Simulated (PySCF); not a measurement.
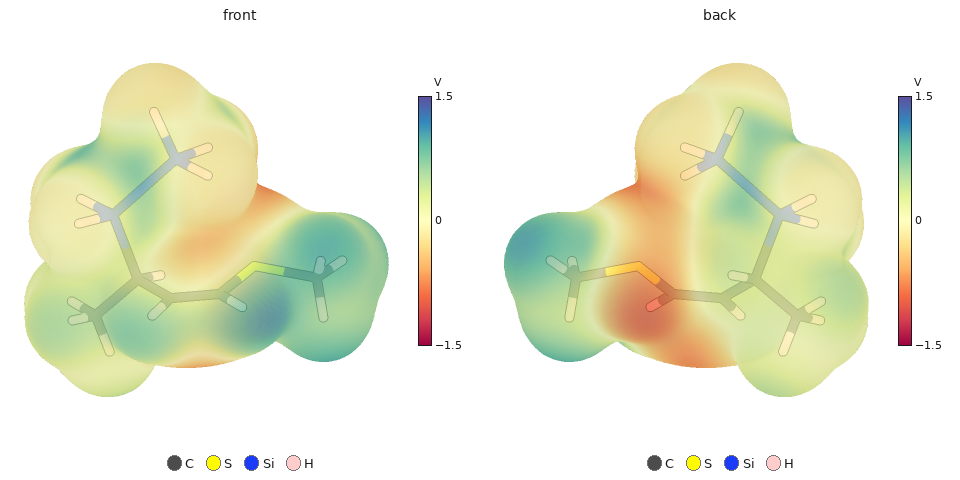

C$_{5}$H$_{14}$SSi$_{2}$. The molecular electrostatic potential painted on the density surface at 0.002 e/bohr³, seen from the front and from behind; red is negative and blue positive.

Geometry: GFN2-xTB.

All numbers below come from PBE0/pcSseg-1, SCF density, gas phase, non-relativistic (PySCF).

```
atom    x (Å)    y (Å)    z (Å)
   C   3.0502   2.0185  -0.0498
   S   1.7163   0.9449  -0.6589
   C   1.2690   0.1619   0.8566
   C   0.3620  -0.8036   0.9434
   C  -0.4178  -1.3404  -0.1999
   C  -0.5932  -2.8516  -0.0887
  Si  -2.1215  -0.4460  -0.2707
  Si  -1.9248   1.8503  -0.3758
   H   3.8651   1.4103   0.3334
   H   3.3918   2.6051  -0.8965
   H   2.6618   2.6754   0.7233
   H   1.7953   0.5471   1.7149
   H   0.1435  -1.2262   1.9154
   H   0.1268  -1.1104  -1.1223
   H  -1.1622  -3.2346  -0.9328
   H  -1.1259  -3.1079   0.8253
   H   0.3743  -3.3525  -0.0720
   H  -2.8341  -1.0326  -1.4176
   H  -2.8591  -0.9100   0.9177
   H  -3.2566   2.4647  -0.3494
   H  -1.2720   2.3325  -1.5925
   H  -1.1994   2.4246   0.7614
```

### Where is the surface potential most negative and most positive?

The most negative region (about −0.9 V, or −21 kcal/mol for a unit charge) lies over S2, the most positive (about +1.1 V, or +25 kcal/mol for a unit charge) over H10 and H12.
